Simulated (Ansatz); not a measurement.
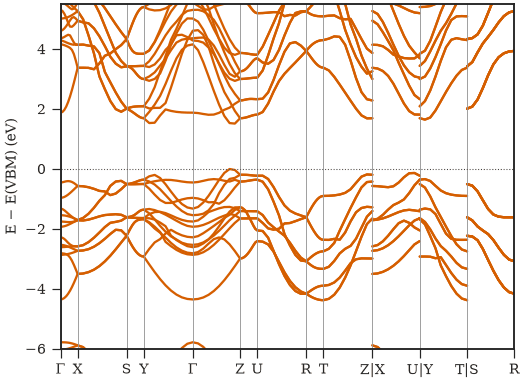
Figure: Band structure from r²SCAN+D4 in the plane-wave PAW code Ansatz

Task: Read off the gap and where the band edges lie.

Result: About 1.5 eV (1.49 eV by a search for the band edges); maximum on the Γ–Z line, 81 % of the way from Γ, minimum on the Γ–Z line, 84 % of the way from Γ.

The material is PbS in space group Pnma (No. 62; Pb on 4c, S on 4c).

The workflow started from a Materials Project entry (that database holds measured and hypothetical structures alike); the Crystallography Open Database copy checked does not list it. It is not the phase usual at ambient conditions (space group No. 225). The cell was relaxed with r²SCAN+D4 under the symmetry of its start; whether a distortion lowers the energy is not shown. Spin–orbit coupling is left out wherever it is not named.

Potentials: the later of the program's two PAW sets.
